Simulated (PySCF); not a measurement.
C4H11BSi2 (SMILES B[SiH2]C#C[SiH2]CC)

```yaml
atoms:
  - { symbol: B, position_ang: [-3.4703, -1.0235, 1.2098] }
  - { symbol: Si, position_ang: [-3.0936, 0.5817, 0.1544] }
  - { symbol: C, position_ang: [-1.3133, 0.7111, -0.3625] }
  - { symbol: C, position_ang: [-0.1446, 0.7596, -0.6809] }
  - { symbol: Si, position_ang: [1.6475, 0.8082, -1.1364] }
  - { symbol: C, position_ang: [2.5856, -0.2839, 0.1139] }
  - { symbol: C, position_ang: [2.1194, -1.7349, 0.0998] }
  - { symbol: H, position_ang: [-2.6430, -1.8062, 1.4783] }
  - { symbol: H, position_ang: [-4.5506, -1.2432, 1.6046] }
  - { symbol: H, position_ang: [-3.8475, 0.6617, -1.1146] }
  - { symbol: H, position_ang: [-3.3617, 1.8491, 0.8668] }
  - { symbol: H, position_ang: [2.1383, 2.1910, -1.0580] }
  - { symbol: H, position_ang: [1.8111, 0.2723, -2.4958] }
  - { symbol: H, position_ang: [2.4570, 0.1195, 1.1205] }
  - { symbol: H, position_ang: [3.6567, -0.2504, -0.0960] }
  - { symbol: H, position_ang: [2.6636, -2.3274, 0.8344] }
  - { symbol: H, position_ang: [1.0576, -1.7961, 0.3300] }
  - { symbol: H, position_ang: [2.2791, -2.1808, -0.8799] }
```

Geometry: GFN2-xTB.

Level of theory: PBE0/pcSseg-1, SCF density, gas phase, non-relativistic (PySCF).

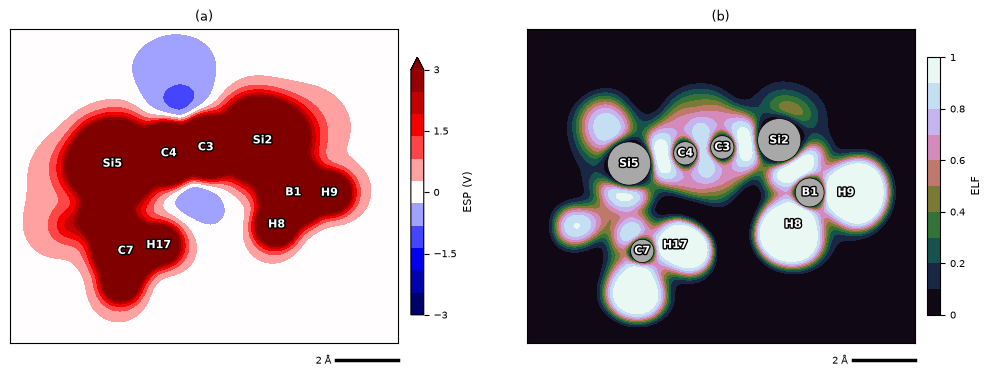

Figure 1. (a) electrostatic potential; (b) electron localisation function on the plane of atoms Si2, B1 and H8. Grey discs cover the atomic cores in the ELF map.

### Read the bonding off the picture.

- Atoms in the plane: B, Si, C and H.
- C–C (1.21 Å): the ELF peaks at about 0.85 between the atoms; a short, multiple covalent bond.
- C–Si (1.85 Å): the ELF peaks at about 0.95 between the atoms: a shared electron pair.
- Si–B (1.96 Å): the ELF peaks at about 1 between the atoms, as expected for a covalent bond.
- C–H (1.09 Å): the ELF climbs to about 1 towards the hydrogen, as it does in any bond to H (an ordinary covalent bond to hydrogen).
- B–H (1.17 Å): the ELF climbs to about 1 towards the hydrogen; a covalent bond by its length.
- Outside the dense part of the molecule the potential is most negative (−1.1 V) near C3.

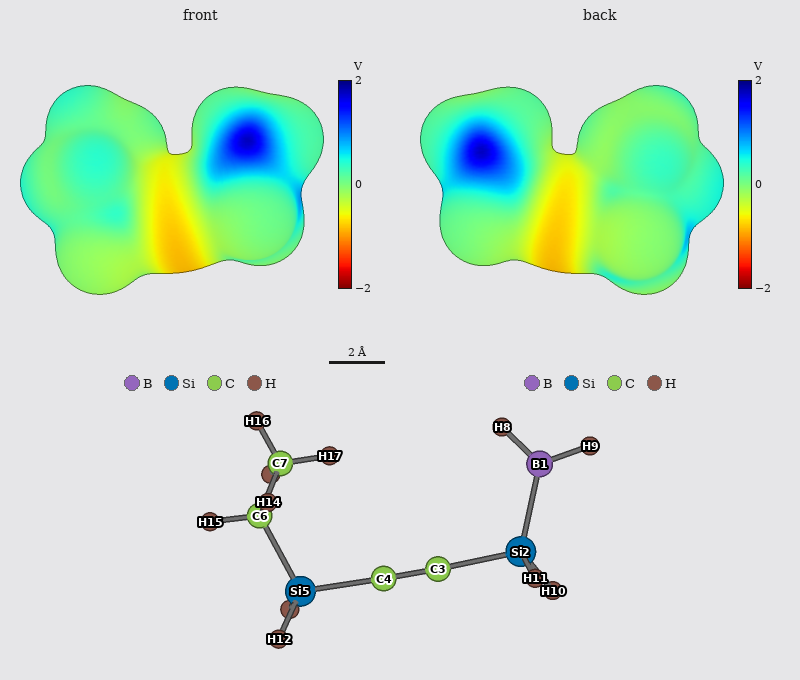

Figure 2. The electrostatic potential painted on the density surface at 0.001 e/bohr³, seen from the front and from behind; red is negative and blue positive. The bare structure is drawn below in the same view.

### Which sites attract a positive test charge, and which a negative one?

A positive charge is drawn to the negative regions and a negative charge to the positive ones. The most negative region (about −0.8 V, or −18 kcal/mol for a unit charge) lies over C3 and C4, the most positive (about +1.7 V, or +39 kcal/mol for a unit charge) over B1.
